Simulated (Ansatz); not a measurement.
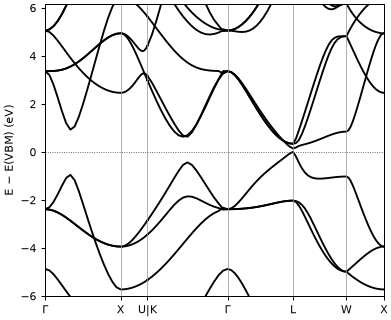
Band structure from r²SCAN (plane waves, PAW; program Ansatz)

**Question.** Read off the gap and where the band edges lie.

**Answer.** About 0.1 eV (0.14 eV by a search for the band edges); maximum at L, minimum at L.

The material is SnTe (rock salt, Fm-3m).

The r²SCAN relaxation kept the symmetry of its start. At this level the phase is dynamically unstable (imaginary phonons). Spin–orbit coupling is left out wherever it is not named.

Potentials: the later of the program's two PAW sets.
